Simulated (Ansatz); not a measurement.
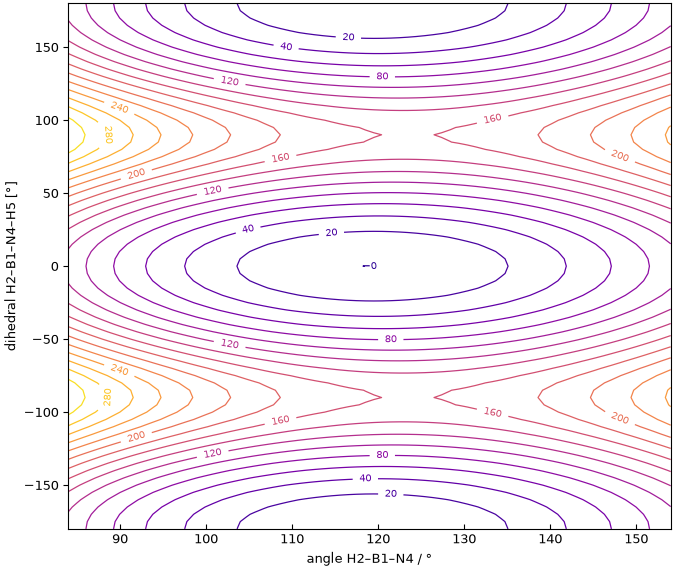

Energy landscape of BH2(NH2) (BH₄N). First axis: angle H2–B1–N4. Second axis: dihedral H2–B1–N4–H5. Nothing is relaxed (all other coordinates rigid). The grid has 15 × 15 points; 120 points were computed and 105 follow by symmetry. Energies are in kJ/mol, from the lowest grid point. All numbers below come from RKS r2SCAN0-D4/def2-TZVP (Ansatz 0.2.0).

The picture shows contour lines labelled in kJ/mol. Between grid points the surface is interpolated. 

Q: Where are the wells?

A: The lowest grid point is at angle H2–B1–N4 = 119°, dihedral H2–B1–N4–H5 = −180°; the map holds 2 wells of about this depth. The highest grid point, angle H2–B1–N4 = 84°, dihedral H2–B1–N4–H5 = −84°, lies 312 kJ/mol above the lowest. On the interpolated surface the easiest way out of the lowest well to a well of about the same depth near angle H2–B1–N4 = 119°, dihedral H2–B1–N4–H5 = −12° passes a barrier of about 159 kJ/mol. Round the minimum the two coordinates are nearly uncoupled.

Grid values (kJ/mol):

```
dihedral H2–B1–N4–H5 ↓, angle H2–B1–N4 →   84   89   94   99  104  109  114  119  124  129  134  139  144  149  154
                                     156  137  104   77   56   40   29   22   20   22   27   36   49   66   87  111
                                     132  201  167  139  116   99   86   78   74   74   79   88  100  117  137  161
                                     108  284  247  216  191  170  155  144  139  138  141  149  161  177  197  222
                                      84  312  274  242  215  193  176  165  159  157  160  167  179  195  216  241
                                      60  243  208  178  154  135  122  112  108  107  111  119  132  148  168  193
                                      36  164  131  104   82   66   54   47   44   45   50   59   72   88  109  133
                                      12  120   87   61   40   24   14    7    5    7   13   22   35   52   73   97
                                     −12  120   87   61   40   24   14    7    5    7   13   22   35   52   73   97
                                     −36  164  131  104   82   66   54   47   44   45   50   59   72   88  109  133
                                     −60  243  208  178  154  135  122  112  108  107  111  119  132  148  168  193
                                     −84  312  274  242  215  193  176  165  159  157  160  167  179  195  216  241
                                    −108  284  247  216  191  170  155  144  139  138  141  149  161  177  197  222
                                    −132  201  167  139  116   99   86   78   74   74   79   88  100  117  137  161
                                    −156  137  104   77   56   40   29   22   20   22   27   36   49   66   87  111
                                    −180  114   81   55   34   19    8    2    0    2    8   17   31   48   68   92
```

Each point was launched as `ansatz run input.yaml --threads 1 --pin off --max-ram 2560MiB --backend cpu --events-out ev --progress --plain --runs-dir out`. Time for the 120 points that were run: 5.1 min on 1 thread of Arm Neoverse V1, with other jobs on the host.
